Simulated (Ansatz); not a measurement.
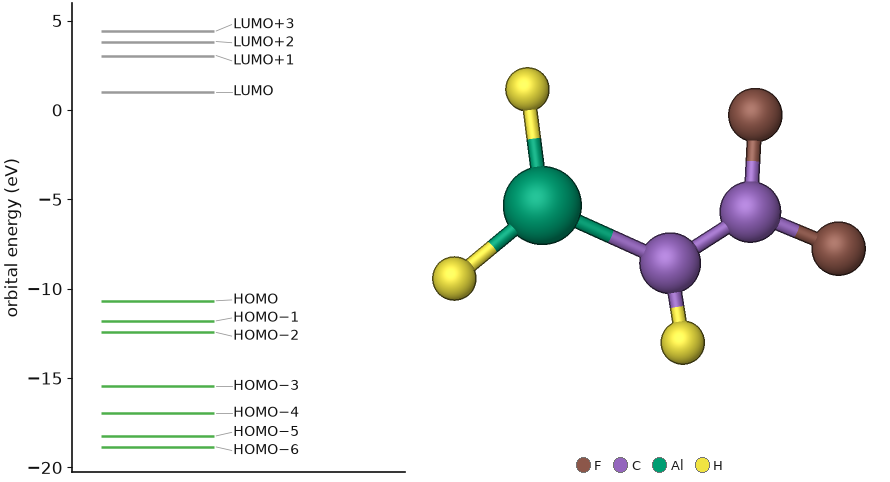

C₂H₃AlF₂, SMILES FC(F)=[CH][AlH2], singlet. Hartree-Fock orbital energies near the frontier, HF/def2-TZVPP in the Ansatz code, at a PBE0-D4/def2-TZVP geometry (a minimum by its frequencies), isolated molecule; empty levels in grey, levels within 0.03 eV side by side.

**Where do the frontier orbitals lie?**

HOMO at −10.67 eV, LUMO at 1.03 eV, 11.70 eV apart.

**How far below the HOMO does the next level lie?**

1.12 eV.

**List the levels.**

```tsv
orbital	energy (eV)
LUMO+3	4.42
LUMO+2	3.83
LUMO+1	3.04
LUMO	1.03
HOMO	−10.67
HOMO−1	−11.80
HOMO−2	−12.44
HOMO−3	−15.46
HOMO−4	−16.96
HOMO−5	−18.23
HOMO−6	−18.85
```

Known limits of this run: empty levels above zero depend strongly on the basis.
